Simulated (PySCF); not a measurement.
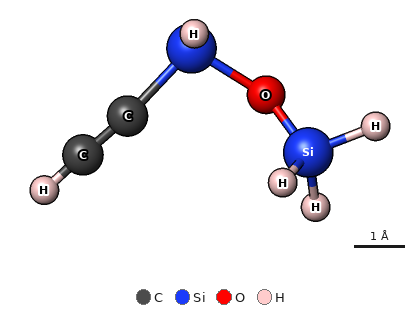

**Figure 1.** The input geometry (ball-and-stick view, seen at a tilt). Bond lengths as drawn: C–C 1.21 Å, C–H 1.06 Å, C–Si 1.87 Å, H–Si 1.48 to 1.51 Å and O–Si 1.56 to 1.77 Å.

Run report: C$_{2}$H$_{5}$OSi$_{2}$ (charge −1), excited-state calculation

C$_{2}$H$_{5}$OSi$_{2}$, charge −1, SMILES C#C[SiH-]O[SiH3], computed with TDDFT (SVWN5)/def2-SVP, RKS (PySCF 2.14.0).

The geometry comes from this level: GFN2-xTB.

Output
```
PySCF version 2.14.0

[INPUT] num. atoms = 10
[INPUT] num. electrons = 54
[INPUT] charge = -1
[INPUT] spin (= nelec alpha-beta = 2S) = 0
[INPUT] symmetry False subgroup None
[INPUT] Mole.unit = angstrom
[INPUT] Symbol           X                Y                Z      unit          X                Y                Z       unit  Magmom
[INPUT]  1 C     -2.596380000000   0.371700000000   1.034390000000 AA   -4.906447115298   0.702411200501   1.954713805989 Bohr   0.0
[INPUT]  2 C     -1.482140000000  -0.079250000000   1.154000000000 AA   -2.800838678263  -0.149760795372   2.180743947748 Bohr   0.0
[INPUT]  3 Si     0.265840000000  -0.479090000000   1.691090000000 AA    0.502364792954  -0.905348889018   3.195696951991 Bohr   0.0
[INPUT]  4 O      1.211670000000   0.203450000000   0.361700000000 AA    2.289724453352   0.384464780043   0.683513939255 Bohr   0.0
[INPUT]  5 Si     1.397320000000   0.261490000000  -1.187770000000 AA    2.640552108377   0.494144484313  -2.244559998975 Bohr   0.0
[INPUT]  6 H     -3.581220000000   0.732590000000   0.883350000000 AA   -6.767524991815   1.384394461595   1.669289572135 Bohr   0.0
[INPUT]  7 H      0.285540000000  -1.917660000000   1.234980000000 AA    0.539592397608  -3.623852200033   2.333773969315 Bohr   0.0
[INPUT]  8 H      0.541530000000  -0.631520000000  -1.994330000000 AA    1.023343388236  -1.193399842185  -3.768737502004 Bohr   0.0
[INPUT]  9 H      2.800550000000  -0.101340000000  -1.506000000000 AA    5.292272498151  -0.191504845463  -2.845927543595 Bohr   0.0
[INPUT] 10 H      1.157280000000   1.639620000000  -1.671420000000 AA    2.186942249437   3.098432748359  -3.158526039121 Bohr   0.0

nuclear repulsion = 245.923371254144
number of shells = 49
number of NR pGTOs = 179
number of NR cGTOs = 103
basis = def2-svp
ecp = {}

******** <class 'pyscf.dft.rks.RKS'> ********
method = RKS
initial guess = minao
damping factor = 0
level_shift factor = 0
DIIS = <class 'pyscf.scf.diis.CDIIS'>
diis_start_cycle = 1
diis_space = 8
diis_damp = 0
SCF conv_tol = 1e-10
SCF conv_tol_grad = None
SCF max_cycles = 50
direct_scf = True
direct_scf_tol = 1e-13
XC library pyscf.dft.libxc version 7.0.0
    S. Lehtola, C. Steigemann, M. J.T. Oliveira, and M. A.L. Marques.,  SoftwareX 7, 1–5 (2018)
XC functionals = svwn
    P. A. M. Dirac.,  Math. Proc. Cambridge Philos. Soc. 26, 376 (1930)
    F. Bloch.,  Z. Phys. 57, 545 (1929)
    S. H. Vosko, L. Wilk, and M. Nusair.,  Can. J. Phys. 58, 1200 (1980)
radial grids:
    Treutler-Ahlrichs [JCP 102, 346 (1995); DOI:10.1063/1.469408] (M4) radial grids

becke partition: Becke, JCP 88, 2547 (1988); DOI:10.1063/1.454033
pruning grids: <function nwchem_prune>
grids dens level: 2
symmetrized grids: False
atomic radii adjust function: <function treutler_atomic_radii_adjust>
small_rho_cutoff = 0
Set gradient conv threshold to 1e-05
Initial guess from minao.
tot grids = 84336
init E= -729.736151884237
  HOMO = -0.215776291595224  LUMO = -0.106845149443764  gap/eV = 2.96417
cycle= 1 E= -729.318899137218  delta_E= 0.417  |g|= 0.972  |ddm|= 3.39
  HOMO = 0.12859132672755  LUMO = 0.18619493792114  gap/eV = 1.56747
cycle= 2 E= -727.72648140041  delta_E= 1.59  |g|= 2.77  |ddm|= 5.38
  HOMO = 0.0341327356295911  LUMO = 0.142002034811592  gap/eV = 2.93527
cycle= 3 E= -729.500504540336  delta_E= -1.77  |g|= 0.334  |ddm|= 4.74
  HOMO = 0.0349601404250213  LUMO = 0.120376220338285  gap/eV = 2.32429
cycle= 4 E= -729.512150804852  delta_E= -0.0116  |g|= 0.265  |ddm|= 0.784
  HOMO = 0.0257168099819887  LUMO = 0.129748978493391  gap/eV = 2.83086
cycle= 5 E= -729.531000283349  delta_E= -0.0188  |g|= 0.13  |ddm|= 0.482
  HOMO = 0.0296610486643574  LUMO = 0.131279064199285  gap/eV = 2.76517
cycle= 6 E= -729.535343714743  delta_E= -0.00434  |g|= 0.0383  |ddm|= 0.142
  HOMO = 0.0314645517535217  LUMO = 0.130762153549994  gap/eV = 2.70203
cycle= 7 E= -729.535803202185  delta_E= -0.000459  |g|= 0.00711  |ddm|= 0.0691
  HOMO = 0.0307581960219241  LUMO = 0.130615050425832  gap/eV = 2.71724
cycle= 8 E= -729.53582526351  delta_E= -2.21e-05  |g|= 0.00158  |ddm|= 0.0204
  HOMO = 0.0306918162589946  LUMO = 0.130568846225696  gap/eV = 2.71779
cycle= 9 E= -729.535826259736  delta_E= -9.96e-07  |g|= 0.000377  |ddm|= 0.0047
  HOMO = 0.0307188283398161  LUMO = 0.130578059269635  gap/eV = 2.71731
cycle= 10 E= -729.535826308488  delta_E= -4.88e-08  |g|= 0.000118  |ddm|= 0.00102
  HOMO = 0.0307062961990554  LUMO = 0.13057309910357  gap/eV = 2.71751
cycle= 11 E= -729.535826313606  delta_E= -5.12e-09  |g|= 2.67e-05  |ddm|= 0.000331
  HOMO = 0.0307098671894352  LUMO = 0.130574783576222  gap/eV = 2.71746
cycle= 12 E= -729.535826313862  delta_E= -2.56e-10  |g|= 4.88e-06  |ddm|= 7.07e-05
  HOMO = 0.0307099773046402  LUMO = 0.130575153801729  gap/eV = 2.71747
cycle= 13 E= -729.535826313867  delta_E= -5.34e-12  |g|= 2.07e-06  |ddm|= 1.07e-05
  HOMO = 0.0307098727535084  LUMO = 0.130574782045448  gap/eV = 2.71746
```

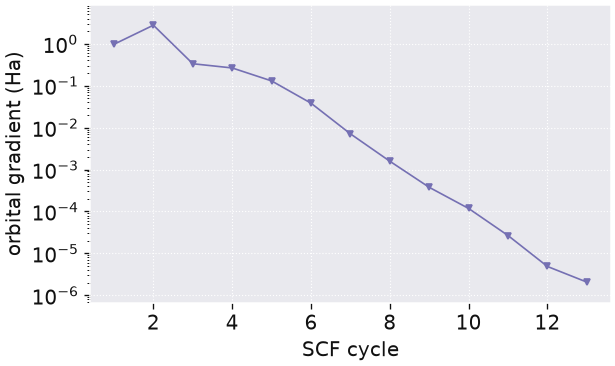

**Figure 2.** Convergence of the self-consistent field: orbital gradient against the SCF cycle. The residual comes down, with one marked jump up, by a factor of about 3, at step 2.

```
Extra cycle  E= -729.535826313868  delta_E= -6.82e-13  |g|= 2.98e-06  |ddm|= 7.35e-06
converged SCF energy = -729.535826313868
total energy: -729.53582631 hartree

******** <class 'pyscf.tdscf.rks.CasidaTDDFT'> for <class 'pyscf.dft.rks.RKS'> ********
nstates = 3 singlet
deg_eia_thresh = 1.000e-03
wfnsym = None
conv_tol = 1e-05
eigh lindep = 1e-12
eigh level_shift = 0
eigh max_cycle = 100

Excitation energies (eV)
[2.90495635 3.81888006 4.45332566]

** Singlet excitation energies and oscillator strengths **
      27 -> 28        0.70162
      27 -> 29        0.57709
      27 -> 30        0.40406
      27 -> 29       -0.34971
      27 -> 30        0.50949
      27 -> 31        0.16667
      27 -> 32       -0.19614
      27 -> 33        0.15104
      27 -> 35        0.10229

** Transition electric dipole moments (AU) **
state          X           Y           Z        Dip. S.      Osc.
  1         0.3417      0.2147     -0.2319      0.2166      0.0154
  2         0.1793     -0.0867     -0.0131      0.0398      0.0037
  3        -0.7673      0.4098     -0.2282      0.8087      0.0882

** Transition velocity dipole moments (imaginary part, AU) **
state          X           Y           Z        Dip. S.      Osc.
  1         0.0342      0.0145     -0.0310      0.0023      0.0146
  2         0.0138     -0.0126      0.0018      0.0004      0.0017
  3        -0.1115      0.0691     -0.0394      0.0188      0.0764

** Transition magnetic dipole moments (imaginary part, AU) **
state          X           Y           Z
  1         0.7395     -0.6968      0.0689
  2        -0.2003      0.0727     -0.0806
  3         0.3221      0.4775      0.2077
state   eV      nm      f
  1    2.9050    426.8   0.01542
  2    3.8189    324.7   0.00373
  3    4.4533    278.4   0.08824
```

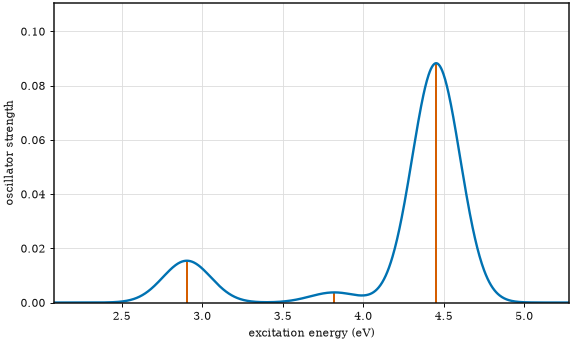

**Figure 3.** Computed excitations as sticks (degenerate states added up, dark ones marked on the axis), with a Gaussian envelope of 0.35 eV full width at half maximum, scaled to the tallest. Of the 3 states the lowest lies at 2.90 eV (f = 0.015); the strongest line is at 4.45 eV, or 278 nm (f = 0.088).

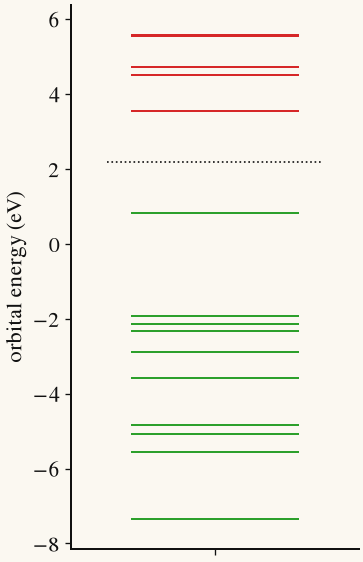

**Figure 4.** Orbital energies near the frontier; the dotted line parts filled from empty levels, and levels within 0.02 eV of each other stand side by side. Highest filled 0.84 eV, lowest empty 3.55 eV, 2.71 eV apart.

The run was set up as follows.

Input (job.py)
```python
from pyscf import gto, dft, tdscf

molecule = gto.Mole()
molecule.atom = '''
C     -2.596380     0.371700     1.034390
C     -1.482140    -0.079250     1.154000
Si     0.265840    -0.479090     1.691090
O      1.211670     0.203450     0.361700
Si     1.397320     0.261490    -1.187770
H     -3.581220     0.732590     0.883350
H      0.285540    -1.917660     1.234980
H      0.541530    -0.631520    -1.994330
H      2.800550    -0.101340    -1.506000
H      1.157280     1.639620    -1.671420
'''
molecule.basis = 'def2-svp'
molecule.spin = 0
molecule.verbose = 4
molecule.charge = -1
molecule.max_memory = 1860
molecule.build()

ks = dft.RKS(molecule)
ks.xc = 'svwn'
ks.grids.level = 2
ks.conv_tol = 1e-10
ks.kernel()
if not ks.converged:
    ks = ks.newton().run(ks.mo_coeff, ks.mo_occ)

e_tot = ks.e_tot
print(f'total energy: {e_tot:.8f} hartree')

td = tdscf.TDDFT(ks)
td.nstates = 3
td.kernel()
td.analyze()
roots = td.e * 27.211386
osc = td.oscillator_strength()
print('state   eV      nm      f')
for i, (w, f) in enumerate(zip(roots, osc), 1):
    print('%3d %9.4f %8.1f %9.5f' % (i, w, 1239.842 / w, f))
```

Launched with:
```bash
OMP_NUM_THREADS=1 python job.py
```

Key numbers

- outcome: converged
- total energy: −729.535826 hartree
- basis functions: 103
- HOMO: 0.84 eV
- LUMO: 3.55 eV
- lowest excitation: 2.90 eV
- hardware: 1 thread of Arm Neoverse V2, 24 GiB of memory available, shared host
- wall time: 48 s
- peak memory: 0.35 GiB

Remarks

The record of the run, not the program, notes: dipole of an ion depends on the origin.
